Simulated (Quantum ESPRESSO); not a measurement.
# Effort and miss along a sweep of ecutwfc: AlCd3 (I4/mmm, 4 atoms in the cell)

```xyz
4
Lattice="2.2021 -2.2021 4.4822 2.2021 2.2021 4.4822 -2.2021 -2.2021 4.4822" Properties=species:S:1:pos:R:3 pbc="T T T"
Al     0.0000     0.0000     0.0000
Cd    -2.2021     0.0000     2.2411
Cd     0.0000     2.2021     2.2411
Cd     0.0000     0.0000     4.4822
```

Method of the run: PBEsol, GBRV 1.5 ultrasoft (PBESOL) pseudopotentials (plane waves; Quantum ESPRESSO).

Base settings: ecutwfc = 40 Ry; ecutrho = 200 Ry; occupations = smearing; smearing = cold; degauss = 0.0147 Ry; potentials = {Al: al_pbesol_v1.uspp.F.UPF, Cd: cd_pbesol_v1.uspp.F.UPF}; K_POINTS = automatic 7 7 7 0 0 0; conv_thr = 1e-11 Ry.

Misses are taken against the tightest run, 80 Ry (ecutrho: 200 Ry → 400 Ry), which need not be fully converged itself. The energy is the free energy per atom.

The count of work is k-points × plane waves × bands × iterations; it is no time, and leaves out set-up, grids and terms that scale otherwise. Core times come from one kind of shared machine and are given to one figure; runs under 30 s give none.

The starting cell comes from a database of computed structures (which also holds hypothetical and non-ambient phases and stackings), without a prior relaxation at this level. Its lattice was rescaled by a random factor within 2.5 % of one. In the base run, with a pressure of about -4 GPa the cell is away from its equilibrium volume at this level.

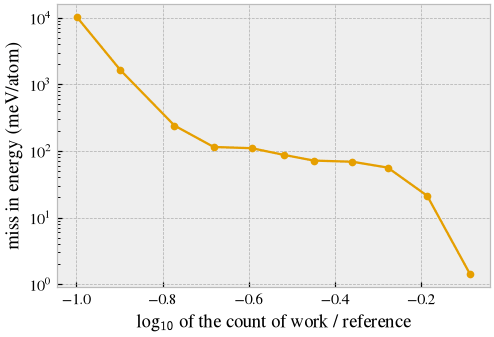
*Miss against the count of work; the reference run is not drawn, and misses under 0.1 meV/atom are drawn there.*

| ecutwfc | energy less reference (meV/atom) | pressure less reference (GPa) | count of work / reference | core time / reference (rough) |
|---|---|---|---|---|
| 16 Ry (ecutrho: 200 Ry → 80 Ry) | 10165.43 | -346.72 | 0.10 | 0.1 |
| 20 Ry (ecutrho: 200 Ry → 100 Ry) | 1630.10 | -77.39 | 0.13 | 0.1 |
| 24 Ry (ecutrho: 200 Ry → 120 Ry) | 240.29 | -11.54 | 0.17 | 0.2 |
| 28 Ry (ecutrho: 200 Ry → 140 Ry) | 114.57 | -0.05 | 0.21 | 0.2 |
| 32 Ry (ecutrho: 200 Ry → 160 Ry) | 109.95 | -0.49 | 0.26 | 0.2 |
| 36 Ry (ecutrho: 200 Ry → 180 Ry) | 87.08 | -0.87 | 0.30 | 0.2 |
| 40 Ry | 71.63 | -0.22 | 0.36 | 0.6 |
| 46 Ry (ecutrho: 200 Ry → 230 Ry) | 68.80 | 0.05 | 0.44 | 0.7 |
| 52 Ry (ecutrho: 200 Ry → 260 Ry) | 56.27 | -0.81 | 0.53 | 0.6 |
| 60 Ry (ecutrho: 200 Ry → 300 Ry) | 21.24 | -1.00 | 0.65 | 1.0 |
| 70 Ry (ecutrho: 200 Ry → 350 Ry) | 1.40 | 0.03 | 0.82 | 0.9 |
| 80 Ry (ecutrho: 200 Ry → 400 Ry) | 0.00 | 0.00 | 1.0 | 1 |

Coarsest setting among those run that, with all tighter ones, holds the energy within 10 meV/atom of the reference: 70 Ry (ecutrho: 200 Ry → 350 Ry), off by 1.4 meV/atom; its saving against the reference is no more than about a factor of 2 in the count of work.

The step from 16 Ry (ecutrho: 200 Ry → 80 Ry) to 46 Ry (ecutrho: 200 Ry → 230 Ry): it takes the miss in the energy from 10000 to 69 meV/atom, for 4.3 times the count of work and roughly 5 times the time.
